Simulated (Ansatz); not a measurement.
**SnClF (SMILES [F][Sn][Cl]): levels of theory compared**

We compute a comparison of 5 runs (HF/STO-3G, B2PLYP/STO-3G, BLYP/STO-3G, r2SCAN0/STO-3G, CCSD(T)/STO-3G) of SnClF. 

The calculation is run with Ansatz 0.2.0.

59 further runs of the same task are left out: 12 that didn't finish, 47 set aside as unsound or not needed.

**1. Starting point**

SnClF has 3 atoms, charge 0, and is taken as a singlet. As SMILES, `[F][Sn][Cl]`. The Sn2–F1 distance was set to 2.903 Å, away from the relaxed value. At this shape a bond of the SMILES string is far longer than usual.

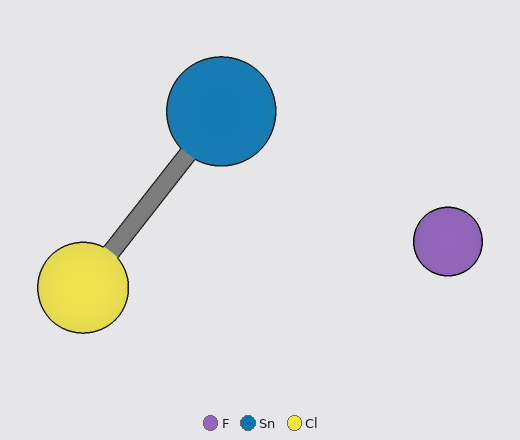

Viewed from a chosen angle; fluorine purple, tin blue, chlorine yellow.

**2. The energy at HF/STO-3G (run 1)**

Contents of input.yaml:

```yaml
crystal:
  periodic: [false, false, false]
  atoms:
    - {symbol: F, position_ang: [-2.166581, -0.114413, -1.211969]}
    - {symbol: Sn, position_ang: [0.164300, 0.898100, 0.190700]}
    - {symbol: Cl, position_ang: [1.214300, -1.186000, 0.540500]}
basis:
  gaussian:
    orbitals: STO-3G
magnetization:
  spin_polarized: false
hamiltonian:
  xc: hf
accuracy: high
```

Launch:

```
ansatz run input.yaml --threads 1 --pin off --max-ram 2610MiB --events-out events.jsonl --progress --plain --runs-dir runs
```

Standard output:

```text
Warning: RAYON_NUM_THREADS=1 ignored (pool sized by the plan → 1); use --threads N
Functional definition: HF
  name "HF"
  exchange = exact_x
  correlation = 0
724 factors; integrals over basis functions are off by at most 2.0e-8 eV
mean field evaluation 1: about -177297.2197 eV, gradient 1.6e1 eV
mean field evaluation 2: about -177297.2665 eV, gradient 1.6e1 eV
mean field evaluation 4: about -177300.9437 eV, gradient 1.9e1 eV
mean field evaluation 8: about -177303.1962 eV, gradient 3.4e-1 eV
mean field evaluation 16: about -177303.1853 eV, gradient 2.4e-8 eV
mean field -177303.18529570 eV, -6515.7718792014 hartree, gradient 2.4e-8 eV, S^2 0.000000; 0 other end points of the search recorded, 0 dependent functions left out
reference -177303.18529570 eV, -6515.7718792014 hartree; 38, 38 occupied and 3, 3 virtual orbitals, 724 factors
Total energy: -177303.18529570 eV, -6515.7718792014 hartree
```

It took 0.83 s on 1 thread of Arm Neoverse V1, shared host; peak memory 0.099 GiB.

**3. A single-point energy at B2PLYP/STO-3G (run 2)**

Contents of input.yaml:

```yaml
crystal:
  periodic: [false, false, false]
  atoms:
    - symbol: F
      position_ang: [-2.166581, -0.114413, -1.211969]
    - symbol: Sn
      position_ang: [0.164300, 0.898100, 0.190700]
    - symbol: Cl
      position_ang: [1.214300, -1.186000, 0.540500]
basis:
  gaussian:
    orbitals: STO-3G
accuracy: high
hamiltonian:
  xc: {name: B2PLYP}
correlation:
  frozen_orbitals: {Cl: 5, F: 1, Sn: 18}
```

Launch:

```
ansatz run input.yaml --threads 1 --pin off --max-ram 2610MiB --events-out events.jsonl --progress --plain --runs-dir runs
```

Standard output (excerpt; [...] marks lines left out):

```text
Warning: RAYON_NUM_THREADS=1 ignored (pool sized by the plan → 1); use --threads N
Functional definition: B2PLYP
  name "B2PLYP"
[...]
724 factors; integrals over basis functions are off by at most 2.0e-8 eV
[...]
mean field -177364.35734046 eV, -6518.0199103826 hartree, gradient 8.8e-9 eV, S^2 0.000000; 0 other end points of the search recorded, 0 dependent functions left out; unrestricted orbitals would lower it
24 core orbitals not correlated: weight in the atoms' cores, before any rotation towards them, 1.000 or more for the frozen orbitals, at most 0.000 for the correlated occupied ones
reference -177364.35735728 eV, -6518.0199110009 hartree; 14, 14 occupied and 3, 3 virtual orbitals, 724 factors
second order -4.40514968 eV of doubles, -0.00000000 eV of singles
Total energy: -177365.54674770 eV, -6518.0636202924 hartree
```

It took 3.9 s on 1 thread of Arm Neoverse V1, shared host; peak memory 0.14 GiB.

Runs 3 to 4 aren't shown in full; the table further down has their settings and results.

**4. The energy at CCSD(T)/STO-3G (run 5)**

Contents of run.yaml:

```yaml
crystal:
  periodic: [false, false, false]
  atoms:
    - {symbol: F, position_ang: [-2.166581, -0.114413, -1.211969]}
    - {symbol: Sn, position_ang: [0.164300, 0.898100, 0.190700]}
    - {symbol: Cl, position_ang: [1.214300, -1.186000, 0.540500]}
basis:
  gaussian:
    orbitals: STO-3G
scf:
  omitted_lower_state_checks: [cluster_reference, increment]
accuracy: high
correlation:
  method: ccsd_t
  frozen_orbitals: {Cl: 5, F: 1, Sn: 18}
```

Launch:

```
ansatz run run.yaml --threads 1 --pin off --max-ram 2610MiB --events-out events.jsonl --progress --plain --runs-dir runs
```

Standard output (excerpt; [...] marks lines left out):

```text
Warning: RAYON_NUM_THREADS=1 ignored (pool sized by the plan → 1); use --threads N
Functional definition: HF
  name "HF"
[...]
724 factors; integrals over basis functions are off by at most 2.0e-8 eV
[...]
mean field -177303.18529570 eV, -6515.7718792014 hartree, gradient 2.4e-8 eV, S^2 0.000000; 6 other end points of the search recorded, 0 dependent functions left out; unrestricted orbitals would lower it
24 core orbitals not correlated: weight in the atoms' cores, before any rotation towards them, 1.000 or more for the frozen orbitals, at most 0.000 for the correlated occupied ones
reference -177303.18529570 eV, -6515.7718792014 hartree; 14, 14 occupied and 3, 3 virtual orbitals, 724 factors
second order -2.66163158 eV of doubles, -0.00000000 eV of singles
cycle   1  -2.43380154 eV  change   -8.9e-1 eV  update   1.4e-1
[...]
cycle  38  -4.29061400 eV  change   4.4e-10 eV  update   1.5e-9
perturbative correction -0.05938256 eV, -0.0021822686 hartree
WARN: these amplitudes may be one of several solutions (largest doubles amplitude 0.58, level shift 7.57 eV)
Total energy: -177307.53529225 eV, -6515.9317386263 hartree
Checks for a lower state left out: cluster_reference, increment
```

It took 2 s on 1 thread of Arm Neoverse V1, shared host; peak memory 0.11 GiB.

**5. Overview of the runs**

```
run           level  frozen core orbitals   energy (Eh)  wall time
  1       HF/STO-3G                     –  -6515.771879     0.83 s
  2   B2PLYP/STO-3G                    24  -6518.063620      3.9 s
  3     BLYP/STO-3G                     –  -6518.603413      4.8 s
  4  r2SCAN0/STO-3G                     –  -6519.064173      6.6 s
  5  CCSD(T)/STO-3G                    24  -6515.931739        2 s
```

**6. Outcome**

| quantity | value |
| --- | --- |
| run 5: total energy | -6515.93174 Eh |
| run 5: correlation energy (24 core orbitals frozen) | -159.9 mEh |
| run 5: (T) correction | -2.18 mEh |
| run 5: T1 diagnostic | 0.032 |

What this shows: Totals of different functionals can't be ranked against each other. In run 5 the T1 diagnostic is large, so a single reference may not serve. In runs 2, 5 the log says that unrestricted orbitals would lower the reference, so the values rest on an unstable closed-shell determinant (other closed-shell runs at this shape may share the fault). In runs 1, 2, 3, 4, 5 the basis is minimal, so the values are rough. In runs 1, 2, 3, 4, 5 relativity is left out where basis or elements ask for it. All runs together took 18 s, the longest 6.6 s.
